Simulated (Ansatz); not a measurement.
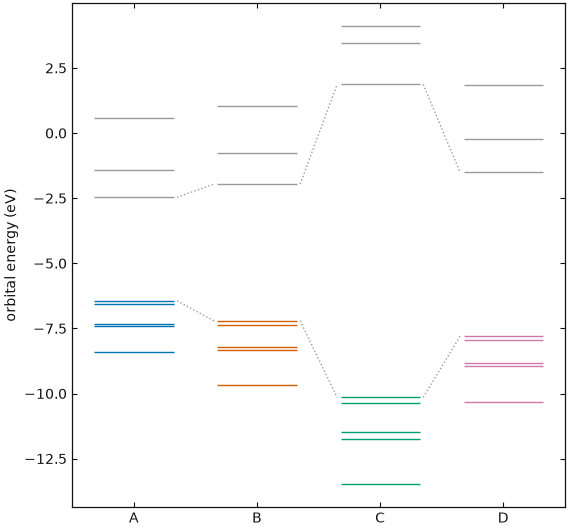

Frontier orbital energies of C₂H₃BrFI, SMILES FC[C@H](Br)I at one geometry, def2-TZVPP, the Ansatz code 0.2.0, at a PBE0-D4/def2-TZVP geometry (a minimum by its frequencies). Empty levels are grey, levels within 0.1 eV stand side by side; all columns show the same few orbitals around the gap. Dotted lines join the HOMOs and the LUMOs.

**The columns come from HF, HSE06, PBE and r2SCAN0. Which is which?**

A: PBE (HOMO −6.44, LUMO −2.47, separation 3.98 eV)
B: HSE06 (HOMO −7.21, LUMO −1.96, separation 5.25 eV)
C: HF (HOMO −10.15, LUMO 1.87, separation 12.02 eV)
D: r2SCAN0 (HOMO −7.79, LUMO −1.51, separation 6.28 eV)

Caveats, for all or some of the runs: core potentials past krypton; empty levels above zero depend strongly on the basis; no scalar relativity up to krypton; one conformer of a flexible molecule; spin-orbit coupling is left out, and with Br and I it can shift these levels and split any degenerate set.
